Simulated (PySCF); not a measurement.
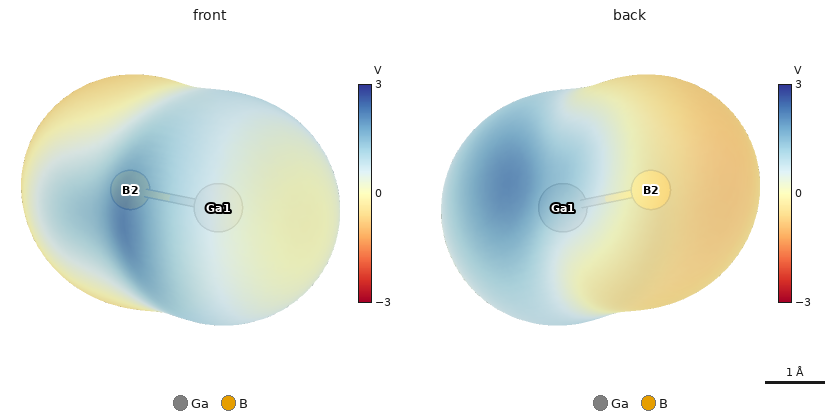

Figure 1: GaB (triplet). The molecular electrostatic potential painted on the density surface at 0.002 e/bohr³, seen from the front and from behind; red is negative and blue positive.

All numbers below come from PBE0/def2-TZVPP, non-relativistic Hamiltonian with scalar-relativistic core potentials where named, at a bond length of 2.237 Å (PySCF).

```yaml
atoms:
  - { symbol: Ga, position_ang: [0.0000, 0.0000, -0.3081] }
  - { symbol: B, position_ang: [0.0000, 0.0000, 1.9289] }
```

> Describe the electrostatic potential map.

The most negative region (about −0.8 V, or −18 kcal/mol for a unit charge) lies over B2, the most positive (about +2.2 V, or +51 kcal/mol for a unit charge) over Ga1.
